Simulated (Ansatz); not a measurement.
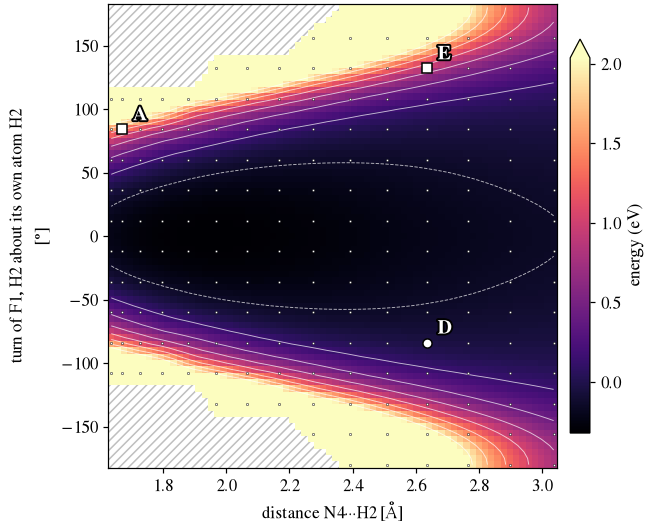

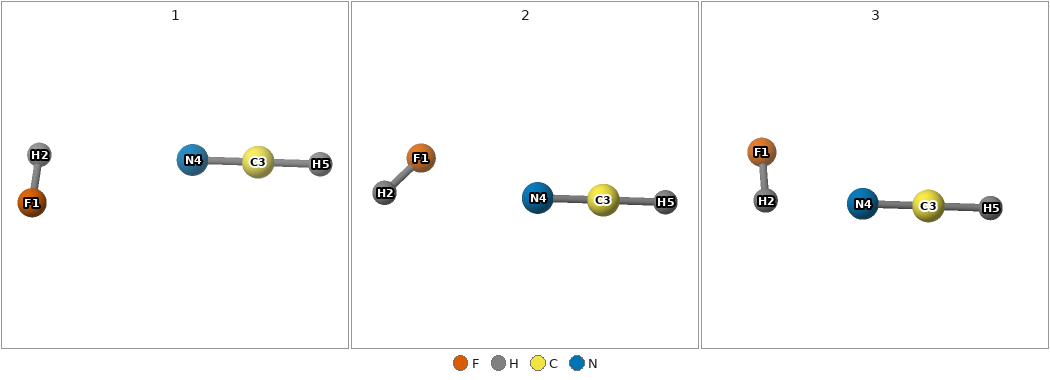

The pair FH···CHN. 
- The turn is about an axis along (−0.75, 0.66, −0.05) in the frame of the relaxed pair, normal to the line between the partners.
- The first coordinate is: distance N4···H2; the second: turn of F1, H2 about its own atom H2.
- The grid has 15 × 15 points; 156 points were computed and 34 follow by symmetry. At 35 points there is no value (left out of the scan, as a rule where atoms come close).
- Points are written as (first, second).
- All energies are given in eV relative to the two partners far apart, frozen as in the relaxed pair, each in its own basis (no counterpoise correction).
- Level of theory: RHF/def2-SVPD (Ansatz).

Drawn: a smooth colour map with a few white contour lines, dots at the grid points, one colour for all values above the top of the scale, hatched blanks where no value was computed, lettered points. Between grid points the surface is interpolated. The numbered pictures are the structures at these points, in random order.

Question: Which structure belongs to which point?

Answer: A is structure 3: (1.671 Å, 84°), 1.36 eV; D is structure 1: (2.635 Å, −84°), −0.028 eV; E is structure 2: (2.635 Å, 132°), 0.89 eV.
